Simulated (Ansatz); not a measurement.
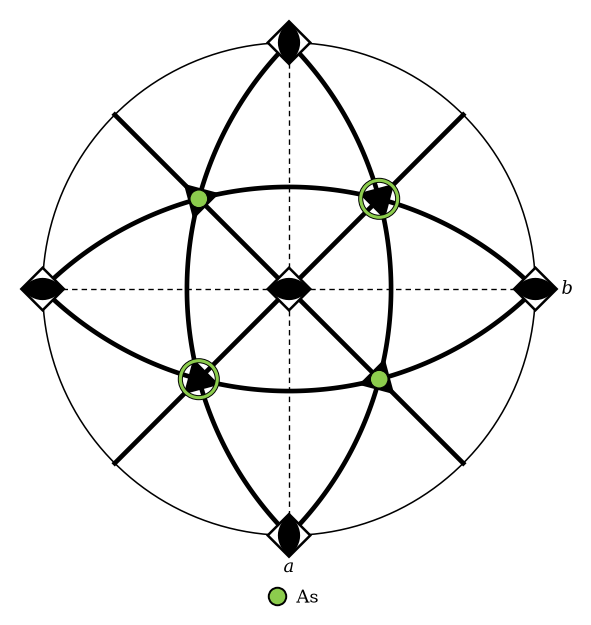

For GaAs, a calculation's input that goes back to an entry of the Crystallography Open Database (an earlier step may have relaxed or displaced it): directions from one gallium atom at (0, 0, 0) to its bonded neighbours, in stereographic projection down c (filled: above the plane of the page or in it, open: below). Geometry calculated from the standardised cell; symmetry tolerance 0.002 Å.

Neighbours are counted up to 2.94 Å for As. The symmetry elements of the site are drawn in: heavy lines are mirror planes (a heavy rim: a mirror in the plane of the page); lens, triangle, square and hexagon are 2-, 3-, 4- and 6-fold axes, a lens in an open square is −4, a triangle in an open hexagon −6; thin dashed diameters join the ends of axes that lie in the page; a small open circle marks inversion.

```yaml
crystal:
  lattice:
    - [5.65370, 0.00000, 0.00000]
    - [0.00000, 5.65370, 0.00000]
    - [0.00000, 0.00000, 5.65370]
  atoms:
    - { symbol: Ga, position: [0.00000, 0.00000, 0.00000] }
    - { symbol: As, position: [0.25000, 0.25000, 0.25000] }
    - { symbol: Ga, position: [0.00000, 0.50000, 0.50000] }
    - { symbol: As, position: [0.25000, 0.75000, 0.75000] }
    - { symbol: Ga, position: [0.50000, 0.00000, 0.50000] }
    - { symbol: As, position: [0.75000, 0.25000, 0.75000] }
    - { symbol: Ga, position: [0.50000, 0.50000, 0.00000] }
    - { symbol: As, position: [0.75000, 0.75000, 0.25000] }
```

How many neighbours are there, and at what angles?

Answer. 4: 4 As at 2.45 Å. Angles between bonds: 109° (6×).

What is the site's symmetry in the crystal?

Answer. Point group -43m (Td), order 24: three −4 axes, four threefold axes, six mirror planes. In No. 216, F-43m this is Wyckoff position 4a.
